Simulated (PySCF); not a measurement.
# Two runs on C3H6BNO2

System: C3H6BNO2, SMILES [NH3+][BH2-]C#CC(=O)O.
Method of run A: GIAO PBE0/STO-3G NMR shielding, non-relativistic, gas phase (PySCF 2.14.0).

The geometry comes from this level: PBE0-D3(BJ)/def2-SVP. Text and figures count atoms from 1; the logs count them from 0 in places.

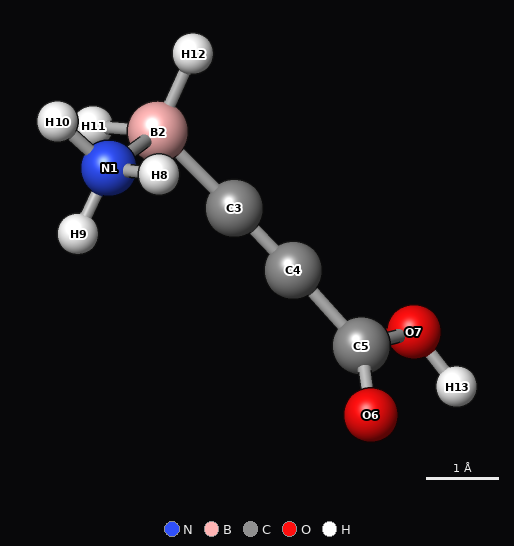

Figure 1. The input geometry (ball-and-stick view, seen at a tilt; atoms are numbered from 1 in the order of the input). Bond lengths as drawn: B–C 1.56 Å, B–H 1.22 Å, B–N 1.63 Å, C–C 1.22 to 1.44 Å, C–O 1.21 to 1.34 Å, H–N 1.02 Å and H–O 0.97 Å.

### Input file, run A
```
{"job": {"kind": "nmr", "xc": "PBE0", "basis": "STO-3G", "pop": true}, "charge": 0, "multiplicity": 1}
N     -2.318080    -0.240805     0.191304
B     -1.337404     0.498597    -0.883802
C      0.119876     0.245948    -0.383781
C      1.240456     0.021717     0.048506
C      2.528552    -0.279105     0.617845
O      2.699724    -0.938351     1.614823
O      3.540840     0.252911    -0.080943
H     -2.183213     0.143388     1.128370
H     -2.118903    -1.241663     0.241566
H     -3.299225    -0.121667    -0.063927
H     -1.566925    -0.023984    -1.964174
H     -1.648574     1.680135    -0.860811
H      4.348420    -0.014722     0.384593
```

The first line tells a small driver script what to run in PySCF; the rest is the geometry in Å.

Launched with:
```bash
OMP_NUM_THREADS=1 python <driver script> task.json out
```

Hardware: 1 CPU thread, shared host.

### Output (run A)
```
coarse grid: 11304 points
cycle   1  E = -342.8571580143  dE =  1.369e+00  |g| = 7.740e-01  |ddm| = 4.827e+00
cycle   2  E = -342.5552084802  dE =  3.019e-01  |g| = 1.391e+00  |ddm| = 2.339e+00
cycle   3  E = -343.0167167333  dE = -4.615e-01  |g| = 3.566e-01  |ddm| = 1.711e+00
cycle   4  E = -343.0525972730  dE = -3.588e-02  |g| = 7.234e-02  |ddm| = 5.187e-01
cycle   5  E = -343.0541393862  dE = -1.542e-03  |g| = 1.440e-02  |ddm| = 9.949e-02
cycle   6  E = -343.0541757893  dE = -3.640e-05  |g| = 9.257e-03  |ddm| = 2.260e-02
cycle   7  E = -343.0542002031  dE = -2.441e-05  |g| = 1.213e-03  |ddm| = 1.096e-02
cycle   8  E = -343.0542006960  dE = -4.929e-07  |g| = 1.598e-04  |ddm| = 1.808e-03
final grid: 110472 points
cycle   9  E = -343.0164841154  dE = -2.959e-06  |g| = 6.887e-03  |ddm| = 1.841e-02
cycle  10  E = -343.0164637796  dE =  2.034e-05  |g| = 1.085e-02  |ddm| = 2.046e-02
cycle  11  E = -343.0164965884  dE = -3.281e-05  |g| = 2.269e-03  |ddm| = 1.431e-02
cycle  12  E = -343.0164981576  dE = -1.569e-06  |g| = 1.634e-04  |ddm| = 2.969e-03
cycle  13  E = -343.0164981635  dE = -5.964e-09  |g| = 9.301e-05  |ddm| = 2.414e-04
cycle  14  E = -343.0164981657  dE = -2.145e-09  |g| = 2.565e-05  |ddm| = 1.104e-04
cycle  15  E = -343.0164981659  dE = -1.841e-10  |g| = 5.861e-06  |ddm| = 3.283e-05
converged SCF energy = -343.0164981659

GIAO shielding tensors (ppm)
atom      isotropic    diamagn.    paramagn.     s11        s22        s33       span
  0 N      288.410     304.420     -16.010    283.806    288.269    293.156      9.350
  1 B      141.275     193.550     -52.275    130.131    131.458    162.235     32.104
  2 C      142.894     266.025    -123.131     84.140     95.406    249.135    164.994
  3 C      157.897     268.988    -111.091    102.345    108.751    262.595    160.249
  4 C      126.961     259.322    -132.361     45.554    154.364    180.965    135.411
  5 O      -53.166     384.252    -437.418   -408.980   -154.778    404.260    813.240
  6 O      211.640     374.830    -163.190     67.315    279.624    287.980    220.665
  7 H       29.651      28.145       1.505     23.590     25.678     39.683     16.093
  8 H       29.653      28.125       1.529     23.589     25.670     39.701     16.112
  9 H       29.786      26.352       3.434     23.296     24.553     41.510     18.214
 10 H       30.989      31.101      -0.112     27.499     30.518     34.948      7.449
 11 H       30.989      31.132      -0.143     27.489     30.520     34.959      7.470
 12 H       27.385      28.174      -0.789     21.694     26.210     34.252     12.558
```

For run B the input was changed thus:
```diff
-"basis": "STO-3G"
+"basis": "cc-pVDZ"
```

How does run B compare with run A?

The total energy of run B is 2865.6 kcal/mol lower, which measures the change of basis and not a stability. The HOMO goes from −3.97 to −7.12 eV. The LUMO goes from 3.19 to −0.34 eV. The dipole moment goes from 5.83 to 5.38 D. Of all shieldings, the largest change is that of C5, by −78.3 ppm. The number of SCF iterations is the same. The basis functions go from 41 to 128.

### Output (run B)
```
coarse grid: 11304 points
cycle   1  E = -347.3879444306  dE =  1.121e+00  |g| = 9.518e-01  |ddm| = 7.204e+00
cycle   2  E = -347.0660229886  dE =  3.219e-01  |g| = 1.627e+00  |ddm| = 4.012e+00
cycle   3  E = -347.5527116796  dE = -4.867e-01  |g| = 3.270e-01  |ddm| = 2.595e+00
cycle   4  E = -347.5741989781  dE = -2.149e-02  |g| = 8.691e-02  |ddm| = 5.333e-01
cycle   5  E = -347.5755362803  dE = -1.337e-03  |g| = 2.321e-02  |ddm| = 1.393e-01
cycle   6  E = -347.5756638967  dE = -1.276e-04  |g| = 9.078e-03  |ddm| = 5.533e-02
cycle   7  E = -347.5756821294  dE = -1.823e-05  |g| = 4.016e-03  |ddm| = 1.543e-02
cycle   8  E = -347.5756858616  dE = -3.732e-06  |g| = 8.003e-04  |ddm| = 5.796e-03
final grid: 110472 points
cycle   9  E = -347.5830511215  dE = -2.446e-05  |g| = 1.002e-02  |ddm| = 6.826e-02
cycle  10  E = -347.5830211356  dE =  2.999e-05  |g| = 1.596e-02  |ddm| = 3.790e-02
cycle  11  E = -347.5830717207  dE = -5.059e-05  |g| = 2.535e-03  |ddm| = 2.355e-02
cycle  12  E = -347.5830729859  dE = -1.265e-06  |g| = 3.730e-04  |ddm| = 3.698e-03
cycle  13  E = -347.5830730137  dE = -2.783e-08  |g| = 9.722e-05  |ddm| = 7.744e-04
cycle  14  E = -347.5830730154  dE = -1.684e-09  |g| = 4.783e-05  |ddm| = 1.998e-04
cycle  15  E = -347.5830730158  dE = -4.421e-10  |g| = 1.897e-05  |ddm| = 7.842e-05
converged SCF energy = -347.5830730158

GIAO shielding tensors (ppm)
atom      isotropic    diamagn.    paramagn.     s11        s22        s33       span
  0 N      234.052     303.031     -68.979    227.547    230.555    244.053     16.506
  1 B      135.408     201.700     -66.293    126.196    131.849    148.178     21.981
  2 C       91.261     264.349    -173.088     -2.307     30.557    245.532    247.839
  3 C      103.891     257.188    -153.297     24.443     37.052    250.179    225.736
  4 C       48.631     257.423    -208.792    -41.798     86.453    101.239    143.036
  5 O      -62.110     406.774    -468.884   -282.560   -174.623    270.855    553.415
  6 O      144.011     382.351    -238.340     -1.271    161.947    271.357    272.628
  7 H       28.719      29.875      -1.156     23.490     25.644     37.023     13.533
  8 H       28.726      29.846      -1.120     23.500     25.624     37.054     13.554
  9 H       28.868      26.141       2.726     22.725     24.785     39.093     16.368
 10 H       28.739      31.169      -2.430     25.481     28.930     31.807      6.326
 11 H       28.741      31.201      -2.460     25.471     28.935     31.818      6.347
 12 H       26.520      27.318      -0.798     21.538     24.091     33.932     12.394
```

### The two runs side by side

| quantity | run A | run B |
| --- | --- | --- |
| outcome | converged | converged |
| total energy (hartree) | −343.016498 | −347.583073 |
| HOMO (eV) | −3.97 | −7.12 |
| LUMO (eV) | 3.19 | −0.34 |
| dipole moment (D) | 5.83 | 5.38 |
| shielding of N1 (ppm) | 288.4 | 234.1 |
| shielding of B2 (ppm) | 141.3 | 135.4 |
| shielding of C3 (ppm) | 142.9 | 91.3 |
| shielding of C4 (ppm) | 157.9 | 103.9 |
| shielding of C5 (ppm) | 127.0 | 48.6 |
| shielding of O6 (ppm) | −53.2 | −62.1 |
| shielding of O7 (ppm) | 211.6 | 144.0 |
| SCF iterations | 15 | 15 |
| basis functions | 41 | 128 |
| wall time (shared host) | 3.8 s | 13 s |
